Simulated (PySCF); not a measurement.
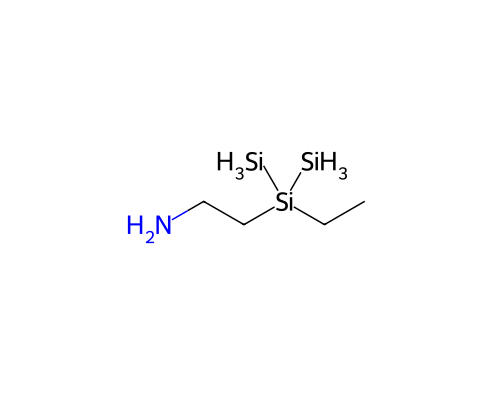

A structural formula.

Question: Give its SMILES.

Answer: CC[Si]([SiH3])([SiH3])CCN

Question: What is the molecular formula?

Answer: C4H17NSi3.

Question: An optimisation with GFN2-xTB gave a structure of which point group?

Answer: C1. Other conformers may differ.

The parts below concern this one geometry. Atoms keep their numbers from picture to picture. The geometry was computed by an optimisation with GFN2-xTB. No frequency run is at hand to confirm it as a minimum.

### Geometry

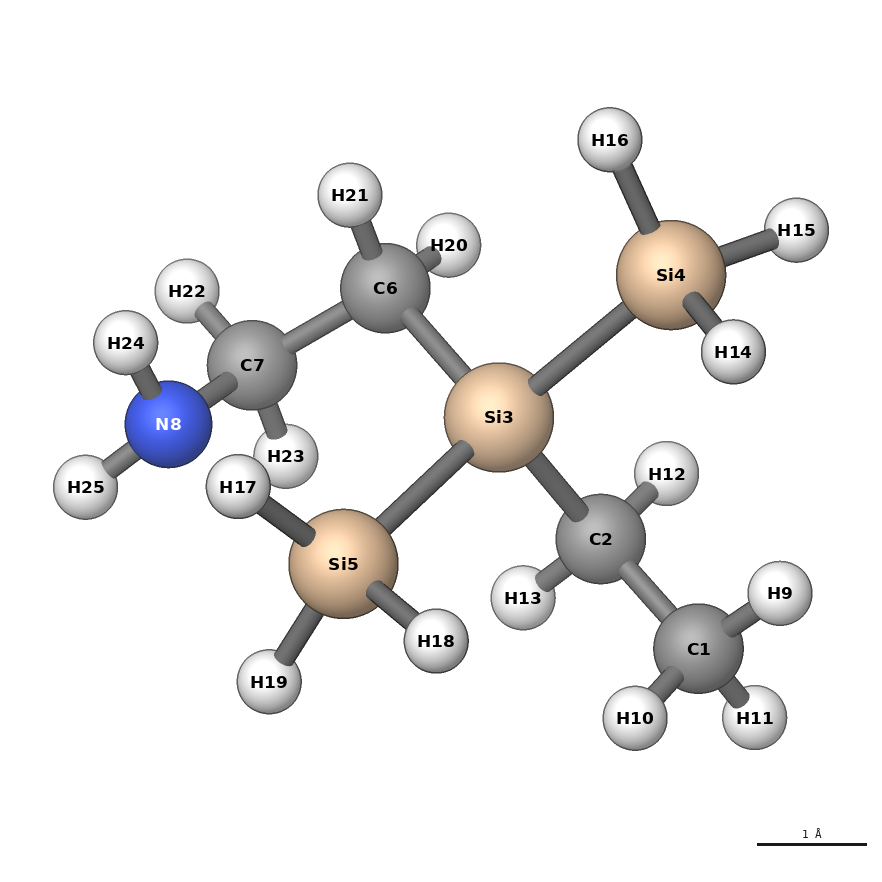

No frequency run is at hand to confirm it as a minimum.

Question: Describe the coordination of atom 5.

Answer: Si5 has 4 neighbours (Si3 at 2.33, H17 at 1.46, H18 at 1.48, H19 at 1.47 Å); the arrangement is tetrahedral.

Question: What is the geometry at Si4?

Answer: Si4 has 4 neighbours (Si3 at 2.33, H14 at 1.47, H15 at 1.47, H16 at 1.47 Å); the arrangement is tetrahedral.

Question: What is the geometry at Si3?

Answer: Si3 has 4 neighbours (C2 at 1.93, Si4 at 2.33, Si5 at 2.33, C6 at 1.93 Å); the arrangement is tetrahedral.

Question: How are the neighbours of atom 8 arranged?

Answer: N8 has 3 neighbours (C7 at 1.46, H24 at 1.01, H25 at 1.01 Å); the arrangement is trigonal pyramidal.

Question: What is the dihedral angle C1–C2–Si3–Si5?

Answer: 64° in size, that is gauche.

### Electronic properties

No frequency run is at hand to confirm it as a minimum. Level of theory: PBE0/pcSseg-1, gas phase (PySCF 2.14.0).

Computed properties:

- dipole moment: 3.49 D
- HOMO energy (Kohn–Sham orbital): −6.94 eV
- LUMO energy (Kohn–Sham orbital): −0.18 eV
- HOMO–LUMO gap: 6.76 eV

### NMR shielding

The questions are on isotropic NMR shieldings of the Si atoms. No frequency run is at hand to confirm it as a minimum. Method: GIAO PBE0/pcSseg-1 NMR shielding, non-relativistic, gas phase (PySCF 2.14.0).

Give the isotropic NMR shieldings of the Si atoms atom by atom.

```json
{"atom": "Si3", "σ (ppm)": "398.1"}
{"atom": "Si4", "σ (ppm)": "463.2"}
{"atom": "Si5", "σ (ppm)": "470.9"}
```

### Charges

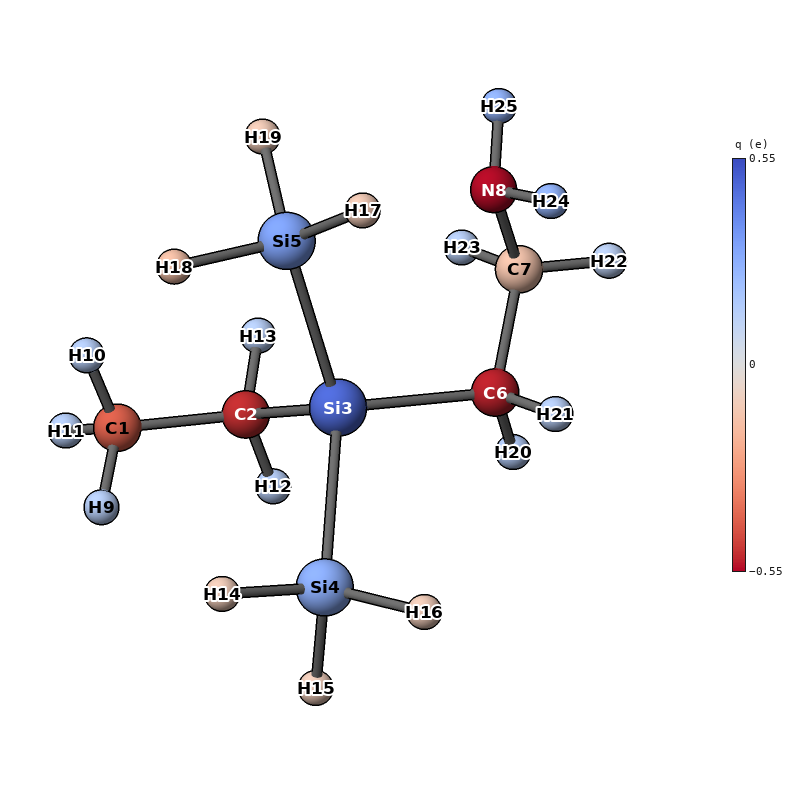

Atoms are coloured by their IAO charges. No frequency run is at hand to confirm it as a minimum. Level of theory: PBE0/pcSseg-1, gas phase (PySCF 2.14.0).

List the IAO charges.

| atom | value (e) |
| --- | --- |
| C1 | −0.41 |
| C2 | −0.50 |
| Si3 | 0.47 |
| Si4 | 0.27 |
| Si5 | 0.31 |
| C6 | −0.52 |
| C7 | −0.14 |
| N8 | −0.54 |
| H9 | 0.13 |
| H10 | 0.14 |
| H11 | 0.14 |
| H12 | 0.14 |
| H13 | 0.14 |
| H14 | −0.10 |
| H15 | −0.10 |
| H16 | −0.10 |
| H17 | −0.11 |
| H18 | −0.15 |
| H19 | −0.11 |
| H20 | 0.15 |
| H21 | 0.13 |
| H22 | 0.12 |
| H23 | 0.13 |
| H24 | 0.25 |
| H25 | 0.25 |

### Quadrupole coupling

No frequency run is at hand to confirm it as a minimum. Electric field gradients from the ground-state density, PBE0/pcSseg-1 (PySCF 2.14.0), non-relativistic apart from any core potentials.

Give the largest field-gradient component, the quadrupole coupling constant and the asymmetry for 14N at N8 (Q = 20.44 mb), 2H at H9 (Q = 2.86 mb), 2H at H10 (Q = 2.86 mb), 2H at H11 (Q = 2.86 mb), 2H at H12 (Q = 2.86 mb).

| atom | V_zz (a.u.) | e²qQ/h (MHz) | η |
| --- | --- | --- | --- |
| N8 | −1.021 | −4.90 | 0.11 |
| H9 | 0.313 | 0.210 | 0.03 |
| H10 | 0.312 | 0.210 | 0.03 |
| H11 | 0.313 | 0.211 | 0.02 |
| H12 | 0.310 | 0.209 | 0.03 |

The geometry is semi-empirical. Around Si such bond lengths and angles can be off by a tenth of an ångström or more and by several degrees, and values that hang on the shape move with them.
